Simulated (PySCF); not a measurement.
**C3H4F2, SMILES `F[CH]1C[CH]1F`: what the electrons do**

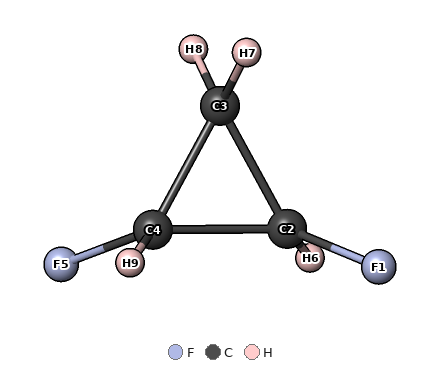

The molecule, with its atoms numbered as below. No frequency check shows the geometry to be a minimum.

Cartesian coordinates (Å):

```
F1      -1.7851    0.4830    0.1241
C2      -0.6061    0.1003   -0.4359
C3       0.0000   -1.1992   -0.0000
C4       0.6061    0.1004    0.4359
F5       1.7851    0.4830   -0.1241
H6      -0.5434    0.4266   -1.4659
H7      -0.5203   -1.7781    0.7463
H8       0.5203   -1.7782   -0.7461
H9       0.5434    0.4267    1.4659
```

### 1. Excited states

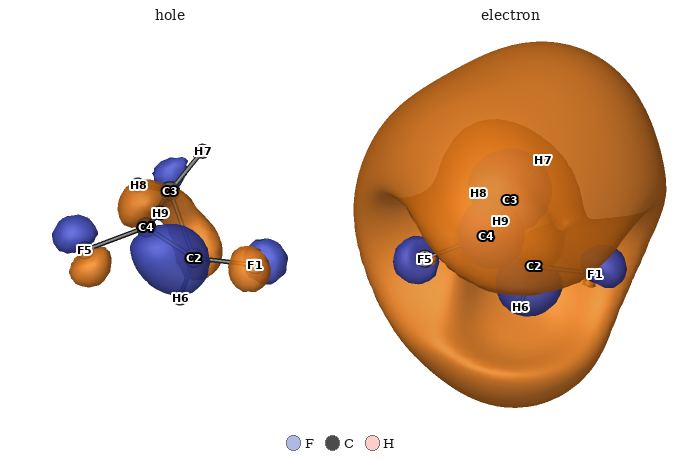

Leading natural transition orbital pair of S₂ (TDA singlet states); the surfaces enclose about 70 % of each orbital's density.

Level of theory: B3LYP/def2-SVPD (PySCF), at a geometry from GFN2-xTB.

**Give its energy and the atoms that hole and electron lie on.**

7.94 eV (156 nm), f = 0.008, diffuse (Rydberg-like) orbital; the leading pair carries 83 %; hole on C2 and C4 (23 % each), F1 and F5 (15 % each) and C3 (15 %), electron on H7 and H8 (16 % each), H6 and H9 (12 % each) and C3 (11 %) (atom shares of so diffuse an orbital are rough) (shares are of the whole state, not of the leading pair alone); their centroids lie 0.7 Å apart; S₃ lies within 0.1 eV of it. In canonical orbitals it is mainly HOMO → LUMO+1 (81 %). The HOMO–LUMO gap is 8.67 eV.

### 2. Localised orbitals

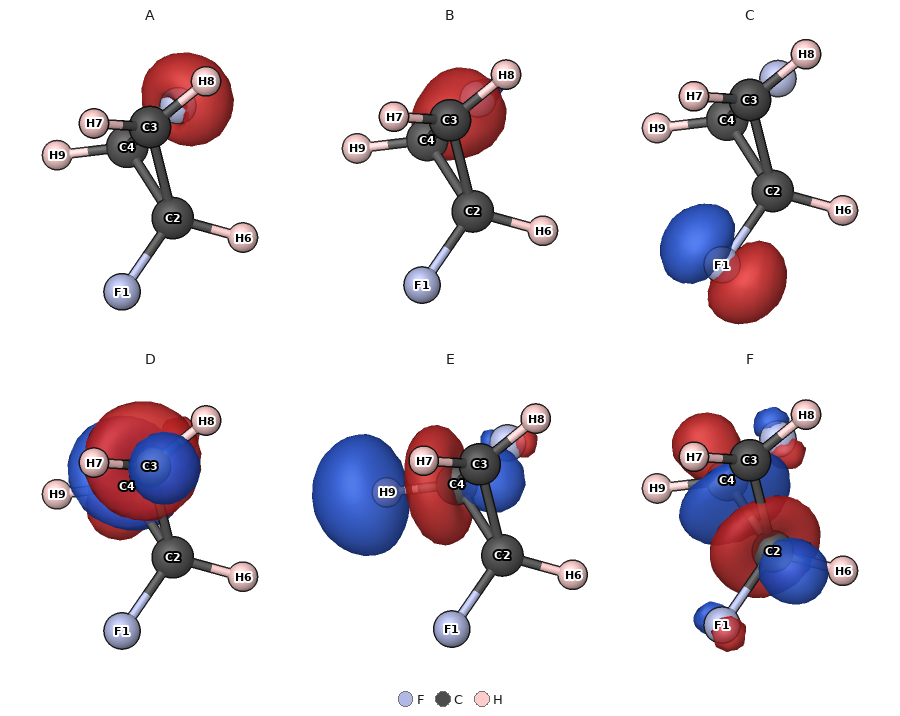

Intrinsic bond orbitals (IBO), occupied and valence-virtual; each surface holds about 80 % of the orbital's density. Energies are diagonal elements of the Fock matrix.

PySCF calculation, PBE/def2-SVP, gas phase; geometry: GFN2-xTB.

**What does each orbital represent in a Lewis picture?**

By panel:
- A: lone pair on F5 (sp0.4-type) (F5 100 %; −20.7 eV)
- B: σ bond F5–C4 (F5 68 %, C4 31 %; −21.5 eV)
- C: lone pair on F1 (p-type) (F1 98 %; −9.4 eV)
- D: σ* orbital C4–C3 (C4 49 %, C3 49 %; 7.2 eV)
- E: σ* orbital H9–C4 (H9 57 %, C4 41 %; 8.0 eV)
- F: σ* orbital C2–C4 (C2 48 %, C4 48 %; 7.4 eV)

**How do all the valence pairs divide up?**

15 pairs: 9 σ bonds and 6 lone pairs.

### 3. Stretching a bond

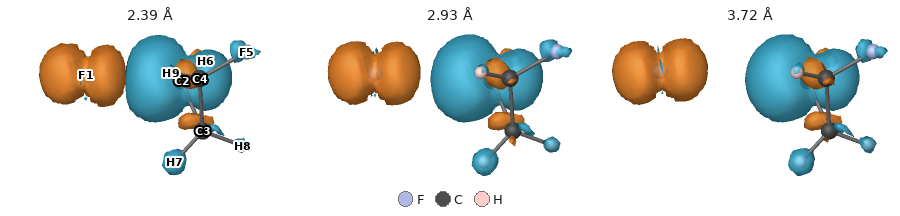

Rigid stretch of the F1–C2 bond. Broken-symmetry UHF spin density at ±0.03 e/Å³ (light blue: α, orange: β).

PySCF calculation, def2-SVP basis, gas phase; geometry: GFN2-xTB.

**How does the broken-symmetry solution share the spin, and how far is it from a pure singlet?**

At 3.72 Å excess α spin lies mostly on C2 and excess β on F1; the two could be swapped at no cost. ⟨S²⟩ is 0.91 at 2.39 Å, 1.00 at 2.93 Å and 1.01 at 3.72 Å, against 0 for a pure singlet and 1 for an equal mix of singlet and triplet.

**Where does the UHF solution part from RHF?**

Between 1.80 Å (⟨S²⟩ = 0, the two coincide) and 2.06 Å (⟨S²⟩ = 0.66); at 3.72 Å ⟨S²⟩ is 1.01 and UHF lies 5.3 eV below RHF.

**How much energy does the stretch cost?**

By CASSCF, 4.2 eV from the lowest point of the scan (1.33 Å) to 3.72 Å; RHF gives 8.7 eV from its own lowest point. The fragments aren't relaxed and dynamic correlation is missing, so this isn't a bond dissociation energy.

The PySCF runs shown took 2.5 min, 8.2 s and 5.4 min on 1 thread of Arm Neoverse V2, with other jobs on the host.
